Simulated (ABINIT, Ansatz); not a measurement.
# Quasiparticle gap of GaN (P6_3mc) in ABINIT, part 2 of 3

Wanted: ground state, empty states, screening and self-energy for GaN (P6_3mc).

ABINIT 10.8.3; LDA and many-body steps on it, plane waves. Known limits of the many-body steps: not at the basis limit; exchange with frozen shells missing; no spin-orbit coupling; coarse k mesh.

So far. Step 2 (Ground state): The gap is direct, at Γ.

The database entry behind the starting cell differs from later determinations by our own check (about 0.3 % short, ideal inner coordinate), so it need not match the best structure at ambient conditions.

### 3. Bands along the symmetry lines

Level of this step: DFT, LDA, plane waves, norm-conserving pseudopotentials (ABINIT).

The cheap functional maps the bands first; the places of the edges decide which points the dearer methods must see.

The input, run.abi:

```
acell 3*1.0 Angstrom
rprim 
  3.179999999980 0.000000000005 0.000000000000
  -1.589999999994 2.753960784015 0.000000000000
  0.000000000000 0.000000000000 5.166000000000
ntypat 2
znucl 31 7
natom 4
typat 1 1 2 2
xred 
  0.333333333333 0.666666666667 0.000000000000
  0.666666666667 0.333333333333 0.500000000000
  0.333333333333 0.666666666667 0.375000000000
  0.666666666667 0.333333333333 0.875000000000
pp_dirpath "pseudos"
pseudos "Ga.upf, N.upf"
ecut 36
iscf -2
irdden 1
kptopt 0
nkpt 75
kpt 
  0.00000000 0.00000000 0.00000000
  0.06250000 0.00000000 0.00000000
  0.12500000 0.00000000 0.00000000
  0.18750000 0.00000000 0.00000000
  0.25000000 0.00000000 0.00000000
  0.31250000 0.00000000 0.00000000
  0.37500000 0.00000000 0.00000000
  0.43750000 0.00000000 0.00000000
  0.50000000 0.00000000 0.00000000
  0.47916667 0.04166667 0.00000000
  0.45833333 0.08333333 0.00000000
  0.43750000 0.12500000 0.00000000
  0.41666666 0.16666666 0.00000000
  0.39583333 0.20833333 0.00000000
  0.37500000 0.25000000 0.00000000
  0.35416666 0.29166666 0.00000000
  0.33333333 0.33333333 0.00000000
  0.29166666 0.29166666 0.00000000
  0.25000000 0.25000000 0.00000000
  0.20833333 0.20833333 0.00000000
  0.16666666 0.16666666 0.00000000
  0.12500000 0.12500000 0.00000000
  0.08333333 0.08333333 0.00000000
  0.04166667 0.04166667 0.00000000
  0.00000000 0.00000000 0.00000000
  0.00000000 0.00000000 0.06250000
  0.00000000 0.00000000 0.12500000
  0.00000000 0.00000000 0.18750000
  0.00000000 0.00000000 0.25000000
  0.00000000 0.00000000 0.31250000
  0.00000000 0.00000000 0.37500000
  0.00000000 0.00000000 0.43750000
  0.00000000 0.00000000 0.50000000
  0.06250000 0.00000000 0.50000000
  0.12500000 0.00000000 0.50000000
  0.18750000 0.00000000 0.50000000
  0.25000000 0.00000000 0.50000000
  0.31250000 0.00000000 0.50000000
  0.37500000 0.00000000 0.50000000
  0.43750000 0.00000000 0.50000000
  0.50000000 0.00000000 0.50000000
  0.47916667 0.04166667 0.50000000
  0.45833333 0.08333333 0.50000000
  0.43750000 0.12500000 0.50000000
  0.41666666 0.16666666 0.50000000
  0.39583333 0.20833333 0.50000000
  0.37500000 0.25000000 0.50000000
  0.35416666 0.29166666 0.50000000
  0.33333333 0.33333333 0.50000000
  0.29166666 0.29166666 0.50000000
  0.25000000 0.25000000 0.50000000
  0.20833333 0.20833333 0.50000000
  0.16666666 0.16666666 0.50000000
  0.12500000 0.12500000 0.50000000
  0.08333333 0.08333333 0.50000000
  0.04166667 0.04166667 0.50000000
  0.00000000 0.00000000 0.50000000
  0.50000000 0.00000000 0.50000000
  0.50000000 0.00000000 0.43750000
  0.50000000 0.00000000 0.37500000
  0.50000000 0.00000000 0.31250000
  0.50000000 0.00000000 0.25000000
  0.50000000 0.00000000 0.18750000
  0.50000000 0.00000000 0.12500000
  0.50000000 0.00000000 0.06250000
  0.50000000 -0.00000000 0.00000000
  0.33333333 0.33333333 0.50000000
  0.33333333 0.33333333 0.43750000
  0.33333333 0.33333333 0.37500000
  0.33333333 0.33333333 0.31250000
  0.33333333 0.33333333 0.25000000
  0.33333333 0.33333333 0.18750000
  0.33333333 0.33333333 0.12500000
  0.33333333 0.33333333 0.06250000
  0.33333333 0.33333333 0.00000000
istwfk *1
nband 25
nbdbuf 2
tolwfr 1e-08
nstep 40
prtwf 0
prtvol 0
indata_prefix "in"
outdata_prefix "out"
tmpdata_prefix "tmp"
```

On the command line:

```sh
OMP_NUM_THREADS=1 mpirun -n 4 abinit run.abi > log
```

Numbers of over 12 decimals in the logs are rounded to 6 here.

The log of the run:

```text
.Version 10.8.3 of ABINIT. v10.8.2 released Aug 2026.

 Symmetries : space group P6_3 m c (#186); Bravais hP (primitive hexag.)
[... echo of the input left out ...]
== DATASET  1 ==================================================================
-   mpi_nproc: 4, omp_nthreads: 1 (-1 if OMP is not activated)

--- !DatasetInfo
iteration_state: {dtset: 1, }
dimensions: {natom: 4, nkpt: 75, mband: 25, nsppol: 1, nspinor: 1, nspden: 1, mpw: 3176, }
cutoff_energies: {ecut:  36.0, pawecutdg:  -1.0, }
electrons: {nelect:   3.60000000E+01, charge:   0.00000000E+00, occopt:   1.00000000E+00, tsmear:   1.00000000E-02, }

 Real(R)+Recip(G) space primitive vectors, cartesian coordinates (Bohr,Bohr^-1):
 R(1)=  6.0093291  0.0000000  0.0000000  G(1)=  0.1664079  0.0960757  0.0000000
 R(2)= -3.0046645  5.2042316  0.0000000  G(2)=  0.0000000  0.1921513  0.0000000
 R(3)=  0.0000000  0.0000000  9.7623252  G(3)=  0.0000000  0.0000000  0.1024346
 Unit cell volume ucvol=  3.0530638E+02 bohr^3
 Angles (23,13,12)=  9.00000000E+01  9.00000000E+01  1.20000000E+02 degrees

 getcut: wavevector=  0.0000  0.0000  0.0000  ngfft=  36  36  54
         ecut(hartree)=     36.000   => boxcut(ratio)=   2.04797

--- Pseudopotential description ------------------------------------------------
- Ga Generated using ONCVPSP code by D. R. Hamann
- 31.00000  13.00000  180309                  znucl, zion, pspdat
12 -1012 2 -1 1858                            pspcod,pspxc,lmax,lloc,mmax
     nproj     2     2     2
  pspatm : epsatm=   24.58383104
         --- l  ekb(1:nproj) -->
             0    7.046673    1.171794
             1    6.542514    1.190586
             2   -8.404011   -2.823845
 pspatm: atomic psp has been read  and splines computed

- N Generated using ONCVPSP code by D. R. Hamann
-  7.00000   5.00000  180309                  znucl, zion, pspdat
12 -1012 1 -1 1058                            pspcod,pspxc,lmax,lloc,mmax
     nproj     2     2     0
  pspatm : epsatm=    5.30777321
         --- l  ekb(1:nproj) -->
[...]
pspatm: atomic psp has been read  and splines computed

--------------------------------------------------------------------------------

================================================================================
 prteigrs : about to open file out_EIG
 Non-SCF case, kpt    1 (  0.00000  0.00000  0.00000), residuals and eigenvalues=
  3.05E-09  4.65E-09  7.53E-09  5.41E-09  8.61E-09  5.95E-09  9.90E-09  5.33E-09
  8.94E-09  3.40E-09  6.71E-09  8.05E-09  9.41E-09  2.92E-09  3.79E-09  3.74E-09
  5.39E-09  8.78E-09  7.61E-09  2.71E-09  9.97E-09  5.03E-09  7.94E-09  6.41E-07
  4.24E-09
 -3.9742E-01 -3.6596E-01 -3.1440E-01 -3.1362E-01 -3.1362E-01 -3.1133E-01
 -3.1133E-01 -3.0447E-01 -3.0447E-01 -3.0074E-01 -3.0074E-01 -2.4810E-01
 -7.7551E-02  1.4831E-01  1.4831E-01  1.8539E-01  1.8775E-01  1.8775E-01
[...]
6.1504E-01
[...]
Non-SCF case, kpt   74 (  0.33333  0.33333  0.06250), residuals and eigenvalues=
[...]
Non-SCF case, kpt   75 (  0.33333  0.33333  0.00000), residuals and eigenvalues=
[...]
-1.1378E-02 -1.1378E-02 -1.0539E-02  7.4699E-02  7.4699E-02  8.6817E-02
  3.7160E-01  4.7275E-01  4.7275E-01  4.9279E-01  5.4795E-01  5.4795E-01
[...]
--- !ResultsGS
iteration_state: {dtset: 1, }
comment   : Summary of ground state results
lattice_vectors:
- [  6.0093291,   0.0000000,   0.0000000, ]
- [ -3.0046645,   5.2042316,   0.0000000, ]
- [  0.0000000,   0.0000000,   9.7623252, ]
lattice_lengths: [   6.00933,    6.00933,    9.76233, ]
lattice_angles: [ 90.000,  90.000, 120.000, ] # degrees, (23, 13, 12)
lattice_volume:   3.0530638E+02
convergence: {deltae:  0.000E+00, res2:  0.000E+00, residm:  9.998E-09, diffor:  0.000E+00, }
etotal    :  -1.73547975E+02
entropy   :   0.00000000E+00
fermie    :   1.87750445E-01
cartesian_stress_tensor: null
pressure_GPa: null
xred      :
- [  3.3333E-01,   6.6667E-01,   1.1102E-16, Ga]
- [  6.6667E-01,   3.3333E-01,   5.0000E-01, Ga]
- [  3.3333E-01,   6.6667E-01,   3.7500E-01,  N]
- [  6.6667E-01,   3.3333E-01,   8.7500E-01,  N]
cartesian_forces: null
force_length_stats: {min: null, max: null, mean: null, }

 Integrated electronic density in atomic spheres:
 ------------------------------------------------
 Atom  Sphere_radius  Integrated_density
[...]
================================================================================

 ----iterations are completed or convergence reached----

 Mean square residual over all n,k,spin=   54.684E-10; max=  99.984E-10
 reduced coordinates (array xred) for    4 atoms
[...]
0.333333333333      0.666666666667      0.375000000000
       0.666666666667      0.333333333333      0.875000000000

 cartesian coordinates (angstrom) at end:
    1     -2.67e-12     1.835974     0.000000
    2      1.590000     0.917987     2.583000
    3     -2.67e-12     1.835974     1.937250
    4      1.590000     0.917987     4.520250
 length scales=  1.889726125908  1.889726125908  1.889726125908 bohr
              =  1.000000000000  1.000000000000  1.000000000000 angstroms
 prteigrs : about to open file out_EIG
 Eigenvalues (hartree) for nkpt=  75  k points:
 kpt#   1, nband= 25, wtk=  1.00000, kpt=  0.0000  0.0000  0.0000 (reduced coord)
[...]
kpt#   2, nband= 25, wtk=  1.00000, kpt=  0.0625  0.0000  0.0000 (reduced coord)
[...]
kpt#   3, nband= 25, wtk=  1.00000, kpt=  0.1250  0.0000  0.0000 (reduced coord)
[...]
kpt#  74, nband= 25, wtk=  1.00000, kpt=  0.3333  0.3333  0.0625 (reduced coord)
[...]
0.65134
 kpt#  75, nband= 25, wtk=  1.00000, kpt=  0.3333  0.3333  0.0000 (reduced coord)
[...]
-0.30326   -0.30146   -0.23142   -0.23142   -0.01138   -0.01138   -0.01054    0.07470
   0.07470    0.08682    0.37160    0.47275    0.47275    0.49279    0.54795    0.54795
   0.64770

== END DATASET(S) ==============================================================
================================================================================

 -outvars: echo values of variables after computation  --------
            nband          25
             nkpt          75
          spgroup         186
 [... the other variables as echoed above ...]

 Calculation completed.
```

Run time: 25 s. Hardware: 4 MPI ranks of Arm Neoverse V2, shared host; peak memory 0.34 GiB.

Numbers from this step:

| Item | Value |
| --- | --- |
| gap | 2.009 eV |
| k of the valence top | 0, 0, 0 |
| k of the conduction bottom | 0, 0, 0 |
| least direct gap | 2.009 eV |

The gap is 2.009 eV, as in the run before at this level.

The electronic bands at the labelled points (eV, zero at the top of the highest filled band):

```csv
point,band 15,band 16,band 17,band 18,band 19,band 20,band 21,band 22
Γ,-1.07,-0.06,0.00,0.00,2.01,4.22,9.11,9.77
M,-4.32,-2.81,-2.30,-1.00,4.94,5.55,5.96,8.54
K,-5.40,-3.08,-3.08,-2.75,5.00,7.76,7.76,8.30
Γ,-1.07,-0.06,0.00,0.00,2.01,4.22,9.11,9.77
A,-0.55,-0.55,-0.55,-0.55,4.26,4.26,8.40,8.40
L,-1.98,-1.98,-1.94,-1.94,4.34,4.34,7.70,7.70
H,-4.28,-4.28,-1.52,-1.52,6.40,6.40,7.21,7.21
A,-0.55,-0.55,-0.55,-0.55,4.26,4.26,8.40,8.40
jump to L,-1.98,-1.98,-1.94,-1.94,4.34,4.34,7.70,7.70
M,-4.32,-2.81,-2.30,-1.00,4.94,5.55,5.96,8.54
jump to H,-4.28,-4.28,-1.52,-1.52,6.40,6.40,7.21,7.21
K,-5.40,-3.08,-3.08,-2.75,5.00,7.76,7.76,8.30
```

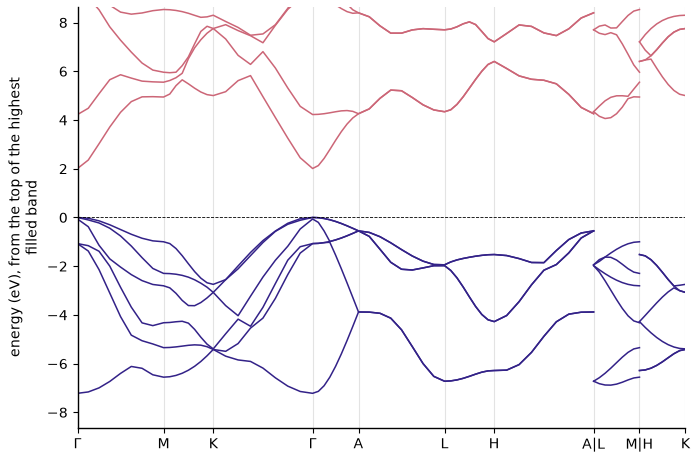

Electronic bands along the path; lines of filled and empty bands in two colours.

### 4. Empty states on the mesh, 3×3×2 mesh, 161 bands

The sums over transitions need many empty states on a uniform mesh; this step solves for them.

The input, run.abi:

```
acell 3*1.0 Angstrom
rprim 
  3.179999999980 0.000000000005 0.000000000000
  -1.589999999994 2.753960784015 0.000000000000
  0.000000000000 0.000000000000 5.166000000000
ntypat 2
znucl 31 7
natom 4
typat 1 1 2 2
xred 
  0.333333333333 0.666666666667 0.000000000000
  0.666666666667 0.333333333333 0.500000000000
  0.333333333333 0.666666666667 0.375000000000
  0.666666666667 0.333333333333 0.875000000000
pp_dirpath "pseudos"
pseudos "Ga.upf, N.upf"
ecut 36
ngkpt 3 3 2
nshiftk 1
shiftk 0 0 0
kptopt 1
chksymbreak 0
irdden 1
istwfk *1
nband 161
prtvol 0
optdriver 6
gwr_task "HDIAGO"
paral_kgb 0
occopt 1
indata_prefix "in"
outdata_prefix "out"
tmpdata_prefix "tmp"
```

The log of the run:

```text
[banner, memory and clock lines left out]
.Version 10.8.3 of ABINIT. v10.8.2 released Aug 2026.

 Symmetries : space group P6_3 m c (#186); Bravais hP (primitive hexag.)
[... echo of the input left out ...]
== DATASET  1 ==================================================================
-   mpi_nproc: 4, omp_nthreads: 1 (-1 if OMP is not activated)

--- !DatasetInfo
iteration_state: {dtset: 1, }
dimensions: {natom: 4, nkpt: 6, mband: 161, nsppol: 1, nspinor: 1, nspden: 1, mpw: 3162, }
cutoff_energies: {ecut:  36.0, pawecutdg:  -1.0, }
electrons: {nelect:   3.60000000E+01, charge:   0.00000000E+00, occopt:   1.00000000E+00, tsmear:   1.00000000E-02, }

.Using double precision arithmetic; gwpc =  8

- Reading GS density from: in_DEN

--- Pseudopotential description ------------------------------------------------
- Ga Generated using ONCVPSP code by D. R. Hamann
- 31.00000  13.00000  180309                  znucl, zion, pspdat
12 -1012 2 -1 1858                            pspcod,pspxc,lmax,lloc,mmax
     nproj     2     2     2
  pspatm : epsatm=   24.58383104
         --- l  ekb(1:nproj) -->
             0    7.046673    1.171794
             1    6.542514    1.190586
             2   -8.404011   -2.823845
 pspatm: atomic psp has been read  and splines computed

- N Generated using ONCVPSP code by D. R. Hamann
-  7.00000   5.00000  180309                  znucl, zion, pspdat
12 -1012 1 -1 1058                            pspcod,pspxc,lmax,lloc,mmax
     nproj     2     2     0
  pspatm : epsatm=    5.30777321
         --- l  ekb(1:nproj) -->
             0    7.408032    0.617798
             1   -4.361519   -1.032581
 pspatm: atomic psp has been read  and splines computed

   2.15219551E+03                                ecore*ucvol(ha*bohr**3)

 Total charge density [el/Bohr^3]
)     Maximum=    1.9168E+00  at reduced coord.    0.3333    0.6667    0.9259
)     Minimum=    4.0128E-05  at reduced coord.    0.3333    0.6667    0.0000
   Integrated=    3.6000E+01

 === KS gaps after direct diagonalization ===
 Direct band gap semiconductor
 Fundamental gap:     2.009 (eV)
   VBM:     5.109 (eV) at k: [ 0.0000E+00,  0.0000E+00,  0.0000E+00]
   CBM:     7.118 (eV) at k: [ 0.0000E+00,  0.0000E+00,  0.0000E+00]
 Direct gap:         2.009 (eV) at k: [ 0.0000E+00,  0.0000E+00,  0.0000E+00]

== END DATASET(S) ==============================================================

 -outvars: echo values of variables after computation  --------
           etotal      0.0000000000E+00
            nband         161
             nkpt           6
          spgroup         186
 [... the other variables as echoed above ...]

 Calculation completed.
```

Wall time 42 s (4 MPI ranks); peak memory 2.4 GiB; 2.8 min of CPU time.

Numbers from this step:

* gap: 2.009 eV
* k of the valence top: 0, 0, 0
* k of the conduction bottom: 0, 0, 0
* least direct gap: 2.009 eV
* k points computed: 6
* lowest point of the top converged band, above the valence top: 109.3194 eV

On this mesh the gap is 2.009 eV.

### 5. Screening, 3×3×2 mesh, 153 bands, screening to 217.7 eV

The RPA dielectric matrix is built and inverted for each q.

This step: RPA screening on LDA, plane waves, norm-conserving pseudopotentials.

Edit run.abi of step 4 so:

```diff
@@ -22,10 +22,11 @@
 chksymbreak 0
-irdden 1
 istwfk *1
-nband 161
-prtvol 0
-optdriver 6
-gwr_task "HDIAGO"
-paral_kgb 0
 occopt 1
+irdwfk 1
+optdriver 3
+nband 153
+ecuteps 8
+inclvkb 2
+awtr 1
+symchi 1
 indata_prefix "in"
```

The log of the run:

```text
.Version 10.8.3 of ABINIT. v10.8.2 released Aug 2026.

 Symmetries : space group P6_3 m c (#186); Bravais hP (primitive hexag.)
[... echo of the input left out ...]
== DATASET  1 ==================================================================
-   mpi_nproc: 4, omp_nthreads: 1 (-1 if OMP is not activated)

--- !DatasetInfo
iteration_state: {dtset: 1, }
dimensions: {natom: 4, nkpt: 6, mband: 153, nsppol: 1, nspinor: 1, nspden: 1, mpw: 3162, }
cutoff_energies: {ecut:  36.0, pawecutdg:  -1.0, }
electrons: {nelect:   3.60000000E+01, charge:   0.00000000E+00, occopt:   1.00000000E+00, tsmear:   1.00000000E-02, }

 SCREENING: Calculation of the susceptibility and dielectric matrices

 Based on a program developped by R.W. Godby, V. Olevano, G. Onida, and L. Reining.
 Incorporated in ABINIT by V. Olevano, G.-M. Rignanese, and M. Torrent.
.Using double precision arithmetic ; gwpc =  8

[... cell and pseudopotentials left out ...]
--------------------------------------------------------------------------------

 ==== K-mesh for the wavefunctions ====
 Number of points in the irreducible wedge :     6
[... list of points left out ...]
 Together with 12 symmetry operations and time-reversal symmetry
 yields    18 points in the full Brillouin Zone.

 ==== Q-mesh for the screening function ====
 Number of points in the irreducible wedge :     6
[... list of points left out ...]
 Together with 12 symmetry operations and time-reversal symmetry
 yields    18 points in the full Brillouin Zone.

 setmesh: FFT mesh size selected  =    24x   24x   40
          total number of points  =        23040

 vcoul_init : cutoff-mode = AUXILIARY_FUNCTION
 q-points for optical limit:   1
     1)      0.000010    0.000020    0.000030

- screening: taking advantage of time-reversal symmetry
- Maximum band index for partially occupied states nbvw = 18
- Remaining bands to be divided among processors   nbcw = 135
- Number of bands treated by each node ~33

 Number of electrons calculated from density =   36.0000; Expected =   36.0000
 average of density, n =  0.117914
 r_s =    1.2651
 omega_plasma =   33.1237 [eV]

 calculating chi0 at frequencies [eV] :
  1    0.000000E+00    0.000000E+00
  2    0.000000E+00    3.312371E+01

--------------------------------------------------------------------------------
  q-point number  1        q = ( 0.000000, 0.000000, 0.000000) [r.l.u.]
--------------------------------------------------------------------------------
[... chi0 elements left out ...]
 For q-point:  0.000010 0.000020 0.000030
  dielectric constant =   9.3198
  dielectric constant without local fields =  10.0915

  Average fulfillment of the sum rule on Im[epsilon] for q-point    1 :     73.86  [%]
[... wings left out ...]
  q-point number  2        q = ( 0.333333, 0.000000, 0.000000) [r.l.u.]
--------------------------------------------------------------------------------
[... chi0 elements left out ...]
  Average fulfillment of the sum rule on Im[epsilon] for q-point    2 :     81.08  [%]

 [... 4 further q-points ...]
```

Elapsed: 22 s, on 4 MPI ranks; peak memory 0.81 GiB.

This step gave:

| Quantity | Value |
| --- | --- |
| ε∞ with local fields, on this mesh, along the program's q direction | 9.320 |
| the same without local fields | 10.09 |
| plasma frequency | 33.12 eV |
| plane waves in the screening matrix | 313 |

Local fields lower ε∞ by 8 %. On a Γ-centred mesh this coarse the value itself is usually too large, while a short band sum pulls it down.

(Continued in part 3 of 3.)

[Paths, hosts, dates, memory and timing lines, banners, echoed tables and standing remarks are left out of the program output.]

[Logs are printed without paths, hosts, clocks, repeated set-up lines and the standing remarks that a program may print on its own settings, such as how far it seeks lower states.]

[Runs of the session that timed out or met a known fault of the program may be left out.]

[Hosts, paths, dates, database ids (printed as entryN), source tags and the programs' standing remarks are cut or masked in the printed files.]

[G0W0 gaps are taken among the corrected bands and points alone; a level outside them can change the order at an edge.]

[Where Ansatz stands beside ABINIT at settings called matched, ABINIT's density can come from a denser mesh and the files from another edition; pairs whose starting gaps differed by over 0.03 eV were left out, so agreement reads better than it is.]
